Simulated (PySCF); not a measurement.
**[OsO3Cl]+: other spin states, a change of charge and excitations**

Aim: at the relaxed geometry of [OsO3Cl]+, try other spin states, a change of charge and excitations. The species was built from a template and needn't be a known compound.

Computed with PySCF 2.14.0. Level: TPSS, Os def2-SVP with ECP60, O def2-SVP, Cl def2-SVP; scalar-relativistic core potentials, no spin–orbit coupling.

4 further runs of the same task are left out: 2 for a known fault of the program, 1 that didn't finish, 1 set aside as unsound or not needed. Runs told in other sessions of the task aren't counted.

## (1) Where the work starts

5 atoms, charge 1, spin multiplicity 1.

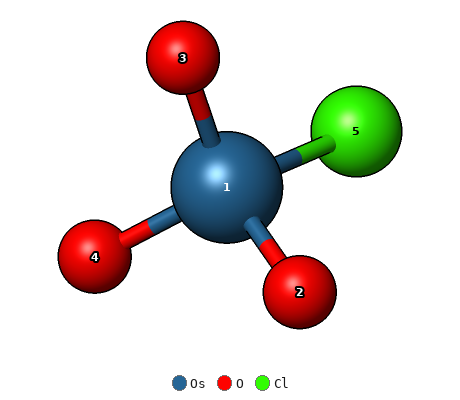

The structure; osmium blue, oxygen red, chlorine green; atoms are numbered from 1 in the order of the file.

As a file:

```xyz
5
charge 1, multiplicity 1
Os    0.0804   -0.0804    0.0804
O     1.0677    0.8836    1.0677
O    -0.8836   -1.0677    1.0677
O     1.0677   -1.0677   -0.8836
Cl   -1.1898    1.1898   -1.1898
```

Formal oxidation states: Os +8. An earlier session relaxed this geometry at TPSS, Os def2-SVP with ECP60, O def2-SVP, Cl def2-SVP (singlet, point group C3v).

Its energy there is -776.007120 Eh.

## (2) Multiplicity 3 at the relaxed geometry

run.py (the lines that set the calculation) reads:

```python
mol = gto.M(atom='''
Os     0.08042    -0.08042     0.08042
O      1.06773     0.88362     1.06773
O     -0.88362    -1.06773     1.06773
O      1.06773    -1.06773    -0.88362
Cl    -1.18978     1.18978    -1.18978''',
    basis={'Os': 'def2-SVP', 'O': 'def2-SVP', 'Cl': 'def2-SVP'},
    ecp={'Os': 'def2-SVP'},
    charge=1, spin=2)
mf = dft.UKS(mol, xc='TPSS')
mf.grids.atom_grid = (50, 194)
mf = mf.density_fit()  # fitting sets: Os def2-universal-JKFIT, O def2-universal-JKFIT, Cl def2-universal-JKFIT
mf.conv_tol = 1e-08; mf.max_cycle = 55
mf.kernel(dm0)  # dm0: free metal ions and neutral atoms
```

Started as:

```sh
> OMP_NUM_THREADS=2 python run.py
```

Standard output:

```text
init E= -785.443001515605
cycle= 1 E= -773.642876730156  delta_E= 11.8  |g|= 1.88  |ddm|= 2.87
  HOMO = -0.300539165717  LUMO = -0.297712552278  gap/eV = 0.07692
cycle= 2 E= -715.074464688431  delta_E= 58.6  |g|= 8.74  |ddm|= 9.94
cycle= 3 E= -773.676088211532  delta_E= -58.6  |g|= 2.04  |ddm|= 8.81
cycle= 4 E= -775.093552474352  delta_E= -1.42  |g|= 1.22  |ddm|= 2.71
cycle= 5 E= -772.490735242718  delta_E=  2.6  |g|= 2.64  |ddm|= 2.56
cycle= 6 E= -775.726792536612  delta_E= -3.24  |g|= 0.639  |ddm|=    2
cycle= 7 E= -774.988180804415  delta_E= 0.739  |g|=  1.4  |ddm|= 1.79
cycle= 8 E= -775.74204715975  delta_E= -0.754  |g|= 0.565  |ddm|= 1.65
cycle= 9 E= -775.703687152442  delta_E= 0.0384  |g|= 0.669  |ddm|= 1.33
cycle= 10 E= -775.887316673608  delta_E= -0.184  |g|= 0.112  |ddm|= 0.811
cycle= 11 E= -775.894092080331  delta_E= -0.00678  |g|= 0.0495  |ddm|= 0.37
cycle= 12 E= -775.895265387102  delta_E= -0.00117  |g|= 0.0391  |ddm|= 0.138
cycle= 13 E= -775.895711457232  delta_E= -0.000446  |g|= 0.0273  |ddm|= 0.0632
cycle= 14 E= -775.896065129843  delta_E= -0.000354  |g|= 0.0239  |ddm|= 0.124
cycle= 15 E= -775.896246260156  delta_E= -0.000181  |g|= 0.0175  |ddm|= 0.0427
cycle= 16 E= -775.896410637275  delta_E= -0.000164  |g|= 0.0127  |ddm|= 0.0689
cycle= 17 E= -775.896556104473  delta_E= -0.000145  |g|= 0.00173  |ddm|= 0.101
cycle= 18 E= -775.896535800296  delta_E= 2.03e-05  |g|= 0.00739  |ddm|= 0.0139
cycle= 19 E= -775.89654429721  delta_E= -8.5e-06  |g|= 0.00668  |ddm|= 0.012
cycle= 20 E= -775.896553347789  delta_E= -9.05e-06  |g|= 0.00551  |ddm|= 0.01
cycle= 21 E= -775.896563235328  delta_E= -9.89e-06  |g|= 0.00442  |ddm|= 0.0182
cycle= 22 E= -775.896569220101  delta_E= -5.98e-06  |g|= 0.0038  |ddm|= 0.0161
cycle= 23 E= -775.896580652935  delta_E= -1.14e-05  |g|= 0.0021  |ddm|= 0.0425
cycle= 24 E= -775.896584799452  delta_E= -4.15e-06  |g|= 0.000781  |ddm|= 0.0304
cycle= 25 E= -775.896585442598  delta_E= -6.43e-07  |g|= 0.000355  |ddm|= 0.0174
cycle= 26 E= -775.896585245287  delta_E= 1.97e-07  |g|= 0.000412  |ddm|= 0.0108
cycle= 27 E= -775.896585501214  delta_E= -2.56e-07  |g|= 0.000191  |ddm|= 0.0104
cycle= 28 E= -775.896585527326  delta_E= -2.61e-08  |g|= 5.99e-05  |ddm|= 0.00174
cycle= 29 E= -775.896585530121  delta_E= -2.79e-09  |g|= 2.71e-05  |ddm|= 0.00134
Extra cycle  E= -775.896585497717  delta_E= 3.24e-08  |g|= 0.000247  |ddm|= 0.000374
converged SCF energy = -775.896585497717  <S^2> = 2.0178172  2S+1 = 3.0118547
```

Wall time 14 s (2 threads of Arm Neoverse N1, shared host).

It gives: E = -775.896585 Eh (+3.008 eV from the relaxed state), HOMO -12.39 eV, LUMO -14.89 eV (over both spins), ⟨S²⟩ = 2.018, Mulliken charge on Os1 +1.23 e. An empty level of one spin lies below a filled level of the other.

## (3) One electron removed, multiplicity 2

run.py (the lines that set the calculation), as its differences from that of step 2:

```diff
@@ -8,3 +8,3 @@
     ecp={'Os': 'def2-SVP'},
-    charge=1, spin=2)
+    charge=2, spin=1)
 mf = dft.UKS(mol, xc='TPSS')
@@ -13,2 +13,2 @@
 mf.conv_tol = 1e-08; mf.max_cycle = 55
-mf.kernel(dm0)  # dm0: free metal ions and neutral atoms
+mf.kernel(dm0)  # dm0: the density of the relaxed state
```

Started as:

```sh
> OMP_NUM_THREADS=2 python run.py
```

Standard output:

```text
init E= -776.011237313626
cycle= 1 E= -775.281980819094  delta_E= 0.729  |g|= 0.235  |ddm|= 0.722
  HOMO = -0.804867255651  LUMO = -0.802247161382  gap/eV = 0.07130
cycle= 2 E= -774.626324255316  delta_E= 0.656  |g|= 1.19  |ddm|= 1.27
  HOMO = -0.838944004647  LUMO = -0.835081719709  gap/eV = 0.10510
cycle= 3 E= -775.123262057094  delta_E= -0.497  |g|= 0.603  |ddm|= 1.15
  HOMO = -0.82442574697  LUMO = -0.821571615234  gap/eV = 0.07766
cycle= 4 E= -775.161162263922  delta_E= -0.0379  |g|= 0.52  |ddm|=  1.1
cycle= 5 E= -775.302409527565  delta_E= -0.141  |g|= 0.175  |ddm|= 0.723
  HOMO = -0.817896660452  LUMO = -0.813414181321  gap/eV = 0.12197
cycle= 6 E= -775.185198124675  delta_E= 0.117  |g|= 0.521  |ddm|= 1.01
  HOMO = -0.816616420752  LUMO = -0.814676691609  gap/eV = 0.05278
cycle= 7 E= -775.285817249742  delta_E= -0.101  |g|= 0.23  |ddm|= 0.94
  HOMO = -0.817481771943  LUMO = -0.814568480977  gap/eV = 0.07927
cycle= 8 E= -775.303006473469  delta_E= -0.0172  |g|= 0.136  |ddm|= 0.674
  HOMO = -0.815083384198  LUMO = -0.8124836201  gap/eV = 0.07074
cycle= 9 E= -775.314208366736  delta_E= -0.0112  |g|= 0.0404  |ddm|= 0.276
  HOMO = -0.816151068343  LUMO = -0.811437201354  gap/eV = 0.12827
cycle= 10 E= -775.314592713178  delta_E= -0.000384  |g|= 0.0348  |ddm|= 0.0599
  HOMO = -0.816983979864  LUMO = -0.809982046161  gap/eV = 0.19053
cycle= 11 E= -775.314743778212  delta_E= -0.000151  |g|= 0.0326  |ddm|= 0.0499
  HOMO = -0.817366374981  LUMO = -0.809481136538  gap/eV = 0.21457
...
cycle= 22 E= -775.315621496004  delta_E= -1.57e-05  |g|= 0.00721  |ddm|= 0.038
  HOMO = -0.817688833151  LUMO = -0.808498598563  gap/eV = 0.25008
cycle= 23 E= -775.315625287652  delta_E= -3.79e-06  |g|= 0.00679  |ddm|= 0.0045
  HOMO = -0.817842768321  LUMO = -0.808277145817  gap/eV = 0.26029
cycle= 24 E= -775.315644948405  delta_E= -1.97e-05  |g|= 0.00287  |ddm|= 0.0381
  HOMO = -0.817729861479  LUMO = -0.80843185507  gap/eV = 0.25301
cycle= 25 E= -775.315639800948  delta_E= 5.15e-06  |g|= 0.00447  |ddm|= 0.0239
  HOMO = -0.817762915639  LUMO = -0.808338211632  gap/eV = 0.25646
cycle= 26 E= -775.315647578798  delta_E= -7.78e-06  |g|= 0.00231  |ddm|= 0.0149
  HOMO = -0.817747746547  LUMO = -0.808221607411  gap/eV = 0.25922
cycle= 27 E= -775.315650230948  delta_E= -2.65e-06  |g|= 0.000514  |ddm|= 0.00655
  HOMO = -0.817738371042  LUMO = -0.808205195149  gap/eV = 0.25941
cycle= 28 E= -775.315650342722  delta_E= -1.12e-07  |g|= 0.000155  |ddm|= 0.00346
  HOMO = -0.817741696108  LUMO = -0.808220249852  gap/eV = 0.25909
cycle= 29 E= -775.315650358908  delta_E= -1.62e-08  |g|= 0.000224  |ddm|= 0.00447
  HOMO = -0.817740887946  LUMO = -0.808209464851  gap/eV = 0.25936
cycle= 30 E= -775.315650385757  delta_E= -2.68e-08  |g|= 2.79e-05  |ddm|= 0.00132
  HOMO = -0.817740575816  LUMO = -0.808206621393  gap/eV = 0.25943
cycle= 31 E= -775.315650386027  delta_E= -2.7e-10  |g|= 2.62e-05  |ddm|= 8.61e-05
  HOMO = -0.817746905436  LUMO = -0.808205358377  gap/eV = 0.25964
Extra cycle  E= -775.315650327149  delta_E= 5.89e-08  |g|= 0.000338  |ddm|= 0.000431
converged SCF energy = -775.315650327149  <S^2> = 0.78669187  2S+1 = 2.0363613
```

It took 14 s on 2 threads of Arm Neoverse N1, shared host.

Result: E = -775.315650 Eh (+18.816 eV from the relaxed state), HOMO -22.25 eV, LUMO -21.99 eV (over both spins), ⟨S²⟩ = 0.787, Mulliken charge on Os1 +1.42 e. 

## (4) One electron added, multiplicity 2

run.py (the lines that set the calculation), as its differences from that of step 3:

```diff
@@ -8,3 +8,3 @@
     ecp={'Os': 'def2-SVP'},
-    charge=2, spin=1)
+    charge=0, spin=1)
 mf = dft.UKS(mol, xc='TPSS')
```

Started as:

```sh
> OMP_NUM_THREADS=2 python run.py
```

Standard output:

```text
init E= -776.010953392756
  HOMO = -0.447776132416  LUMO = -0.440505921393  gap/eV = 0.19783
cycle= 1 E= -776.281797335192  delta_E= -0.271  |g|= 0.292  |ddm|= 1.04
  HOMO = -0.102027264654  LUMO = -0.0942008618316  gap/eV = 0.21297
cycle= 2 E= -776.105493510908  delta_E= 0.176  |g|= 0.68  |ddm|= 1.72
  HOMO = -0.17209301625  LUMO = -0.151549280328  gap/eV = 0.55902
cycle= 3 E= -776.243649982665  delta_E= -0.138  |g|= 0.456  |ddm|= 1.65
  HOMO = -0.185708522083  LUMO = -0.170636477976  gap/eV = 0.41013
cycle= 4 E= -776.319031691057  delta_E= -0.0754  |g|= 0.133  |ddm|= 0.376
  HOMO = -0.191146274197  LUMO = -0.174120745406  gap/eV = 0.46329
cycle= 5 E= -776.317735726368  delta_E= 0.0013  |g|= 0.147  |ddm|= 0.194
  HOMO = -0.19292169251  LUMO = -0.178997264564  gap/eV = 0.37890
cycle= 6 E= -776.325261239162  delta_E= -0.00753  |g|= 0.0508  |ddm|= 0.137
  HOMO = -0.194060720476  LUMO = -0.180283743563  gap/eV = 0.37489
cycle= 7 E= -776.326144508477  delta_E= -0.000883  |g|= 0.0334  |ddm|= 0.104
  HOMO = -0.194159390525  LUMO = -0.180203751873  gap/eV = 0.37975
cycle= 8 E= -776.326472901854  delta_E= -0.000328  |g|= 0.0184  |ddm|= 0.0895
  HOMO = -0.19422818162  LUMO = -0.179810720691  gap/eV = 0.39232
cycle= 9 E= -776.32662554234  delta_E= -0.000153  |g|= 0.00123  |ddm|= 0.0311
  HOMO = -0.194238621103  LUMO = -0.179858160507  gap/eV = 0.39131
cycle= 10 E= -776.326626494741  delta_E= -9.52e-07  |g|= 0.00047  |ddm|= 0.00186
  HOMO = -0.19425335557  LUMO = -0.179888368824  gap/eV = 0.39089
cycle= 11 E= -776.326626680391  delta_E= -1.86e-07  |g|= 0.000148  |ddm|= 0.000923
  HOMO = -0.194262914366  LUMO = -0.17989657578  gap/eV = 0.39093
cycle= 12 E= -776.3266267111  delta_E= -3.07e-08  |g|= 6.85e-05  |ddm|= 0.000491
  HOMO = -0.194260849682  LUMO = -0.179894770405  gap/eV = 0.39092
cycle= 13 E= -776.326626716317  delta_E= -5.22e-09  |g|= 3.02e-05  |ddm|= 0.00029
  HOMO = -0.194257476267  LUMO = -0.17989135758  gap/eV = 0.39092
Extra cycle  E= -776.326626707806  delta_E= 8.51e-09  |g|= 0.000146  |ddm|= 0.000152
converged SCF energy = -776.326626707806  <S^2> = 0.75548152  2S+1 = 2.005474
```

Run time: 6.7 s. Hardware: 2 threads of Arm Neoverse N1, shared host.

Result: E = -776.326627 Eh (-8.694 eV from the relaxed state), HOMO -5.29 eV, LUMO -5.13 eV (over both spins), ⟨S²⟩ = 0.755, Mulliken charge on Os1 +1.10 e. 

## (5) Singlet excitations, Tamm-Dancoff B3LYP

run.py (the lines that set the calculation), as its differences from that of step 4:

```diff
@@ -8,4 +8,4 @@
     ecp={'Os': 'def2-SVP'},
-    charge=0, spin=1)
-mf = dft.UKS(mol, xc='TPSS')
+    charge=1, spin=0)
+mf = dft.RKS(mol, xc='B3LYP')
 mf.grids.atom_grid = (50, 194)
```

Started as:

```sh
> OMP_NUM_THREADS=2 python run.py
```

Standard output:

```text
init E= -775.933153269963
  HOMO = -0.607686204522763  LUMO = -0.425178960384065  gap/eV = 4.96628
cycle= 1 E= -775.930955575468  delta_E= 0.0022  |g|= 0.147  |ddm|= 0.169
  HOMO = -0.609816593321981  LUMO = -0.445546351929765  gap/eV = 4.47002
cycle= 2 E= -775.875357581029  delta_E= 0.0556  |g|= 0.574  |ddm|= 0.446
  HOMO = -0.608667684910968  LUMO = -0.43368525887727  gap/eV = 4.76151
cycle= 3 E= -775.934751735426  delta_E= -0.0594  |g|= 0.028  |ddm|= 0.35
  HOMO = -0.610082886087166  LUMO = -0.431583631794422  gap/eV = 4.85721
cycle= 4 E= -775.934956037772  delta_E= -0.000204  |g|= 0.00745  |ddm|= 0.038
  HOMO = -0.609311086851289  LUMO = -0.431493973151934  gap/eV = 4.83865
cycle= 5 E= -775.934973415702  delta_E= -1.74e-05  |g|= 0.00206  |ddm|= 0.00961
  HOMO = -0.609324216371706  LUMO = -0.431558804520693  gap/eV = 4.83724
cycle= 6 E= -775.934971996545  delta_E= 1.42e-06  |g|= 0.00339  |ddm|= 0.00343
  HOMO = -0.609402229046664  LUMO = -0.431585878981199  gap/eV = 4.83863
cycle= 7 E= -775.934974331022  delta_E= -2.33e-06  |g|= 0.000131  |ddm|= 0.00226
  HOMO = -0.609393441033705  LUMO = -0.431577929046123  gap/eV = 4.83861
cycle= 8 E= -775.934974338252  delta_E= -7.23e-09  |g|= 3.01e-05  |ddm|= 0.000246
  HOMO = -0.609397905971871  LUMO = -0.431582972559298  gap/eV = 4.83859
Extra cycle  E= -775.934974338666  delta_E= -4.14e-10  |g|= 2.71e-05  |ddm|= 7.98e-05
converged SCF energy = -775.934974338666
```

It took 23 s on 2 threads of Arm Neoverse N1, shared host.

Read off: E = -775.934974 Eh, HOMO -16.58 eV, LUMO -11.74 eV, Mulliken charge on Os1 +1.32 e. 

Singlet excitations:

| state | energy (eV) | oscillator strength |
| --- | --- | --- |
| 1 | 3.45 | 0.0000 |
| 2 | 3.45 | 0.0000 |
| 3 | 3.55 | 0.0000 |
| 4 | 3.90 | 0.0096 |
| 5 | 3.91 | 0.0023 |
| 6 | 3.91 | 0.0023 |
| 7 | 4.07 | 0.0000 |
| 8 | 4.19 | 0.0011 |

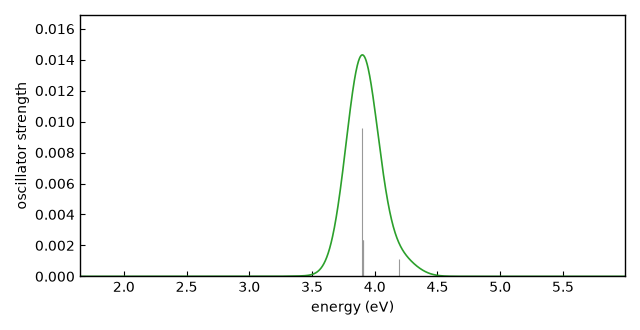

Absorption from the eight lowest singlets. Lines are broadened to a width of 0.30 eV (Gaussian).

## (6) Results

| state | energy from the relaxed state (eV) | ⟨S²⟩ | time |
| --- | --- | --- | --- |
| charge +1, singlet, vacuum (relaxed) | 0 | 0.00 |  |
| charge 0, doublet, vacuum | -8.69 | 0.76 | 6.7 s |
| charge +1, triplet, vacuum | 3.01 | 2.02 | 14 s |
| charge +2, doublet, vacuum | 18.82 | 0.79 | 14 s |

An electron taken off or put on is at rest in vacuum. 

In the excitation run (B3LYP), the lowest singlet lies at 3.45 eV (gaps between orbitals at other levels can't be set against it), and the brightest of the eight at 3.90 eV (f = 0.010); spin–orbit coupling would mix in triplets. Removing an electron vertically costs 18.82 eV (doublet), against −HOMO = 15.60 eV. Adding an electron vertically releases 8.69 eV (doublet). The triplet lies 3.01 eV above at this geometry. These are double-zeta-type bases without diffuse functions. Spin–orbit coupling is left out.
